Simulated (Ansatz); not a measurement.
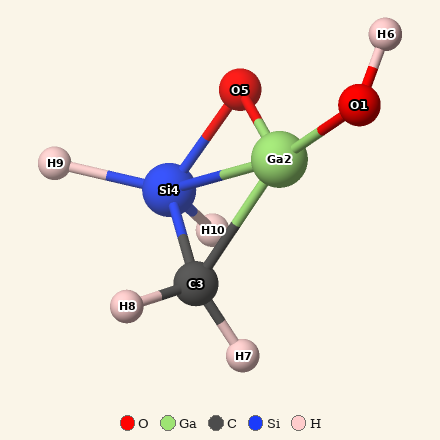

The system is CH₅GaO₂Si; the picture shows the reference structure. Coordinates scanned: (1) bond length O1–Ga2; (2) dihedral H6–O1–Ga2–Si4. Nothing is relaxed (all other coordinates rigid). The scan uses a 15 × 15 grid; 222 points were computed and 3 follow by symmetry. Energies are in kJ/mol, from the relaxed molecule at the same level. Level of theory: RHF/def2-SVP in Ansatz.

Its coordinates:

```yaml
atoms:
  - { symbol: O, position_ang: [-2.7694, 0.0649, -0.9155] }
  - { symbol: Ga, position_ang: [-1.1053, -0.0063, -0.3662] }
  - { symbol: C, position_ang: [0.4688, -1.1244, 0.1248] }
  - { symbol: Si, position_ang: [1.2898, 0.5784, 0.4428] }
  - { symbol: O, position_ang: [-0.0613, 1.4453, 0.0190] }
  - { symbol: H, position_ang: [-3.1818, 0.9075, -1.0293] }
  - { symbol: H, position_ang: [0.3291, -1.7702, 0.9939] }
  - { symbol: H, position_ang: [0.8855, -1.7249, -0.6862] }
  - { symbol: H, position_ang: [2.4509, 0.8459, -0.4355] }
  - { symbol: H, position_ang: [1.6936, 0.7839, 1.8520] }
```

Range: bond length O1–Ga2 from 1.508 to 2.455 Å; dihedral H6–O1–Ga2–Si4 from −180 to 156°.

**What landscape does the calculation give?**

The lowest grid point is at bond length O1–Ga2 = 1.779 Å, dihedral H6–O1–Ga2–Si4 = −12°, 1.5 kJ/mol from the relaxed molecule at the same level. A higher local minimum lies near bond length O1–Ga2 = 1.779 Å, dihedral H6–O1–Ga2–Si4 = −180° (6 kJ/mol above the lowest at that grid point). The highest grid point, bond length O1–Ga2 = 2.455 Å, dihedral H6–O1–Ga2–Si4 = 108°, lies 274 kJ/mol above the lowest. On the interpolated surface the easiest way out of the lowest well to the well at about bond length O1–Ga2 = 1.76 Å, dihedral H6–O1–Ga2–Si4 = −180° passes a barrier of about 15 kJ/mol, counted from the interpolated bottom of the well. Round the minimum the two coordinates are nearly uncoupled.

```csv
"dihedral H6–O1–Ga2–Si4 ↓, bond length O1–Ga2 →",1.508,1.576,1.644,1.711,1.779,1.847,1.914,1.982,2.050,2.117,2.185,2.253,2.320,2.388,2.455
156,150,74,31,11,9,18,36,60,87,117,149,181,212,244,274
132,156,79,36,16,13,22,39,62,90,119,150,182,214,245,275
108,161,84,39,19,16,24,41,64,91,120,151,183,214,246,276
84,161,83,39,19,15,24,41,64,91,120,151,183,214,245,275
60,155,78,34,14,11,20,37,61,88,118,149,181,212,244,274
36,147,71,27,8,6,15,33,57,85,114,146,178,210,242,272
12,141,65,22,4,1,12,30,54,82,112,144,177,208,240,271
−12,141,65,22,4,1,12,30,54,82,112,144,177,208,240,271
−36,147,70,27,8,6,15,33,57,85,114,146,178,210,242,272
−60,155,78,34,14,11,20,37,61,88,118,149,181,212,244,274
−84,161,83,39,19,15,24,41,64,91,120,151,183,214,245,275
−108,161,84,39,19,16,24,41,64,91,120,151,183,214,246,276
−132,156,79,36,16,13,22,39,62,90,119,150,182,214,245,275
−156,150,74,31,11,9,18,36,60,87,117,149,181,212,244,274
−180,148,72,29,10,7,17,35,59,87,116,148,180,212,244,274
```

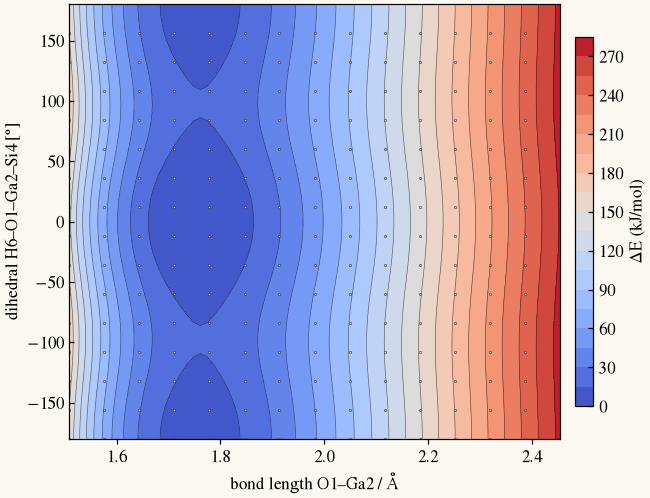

In the figure: filled contours, dots at the grid points. Between grid points the surface is interpolated.

Time for the 222 points that were run: 12 min on 1 thread of Arm Neoverse V2, on a shared host.
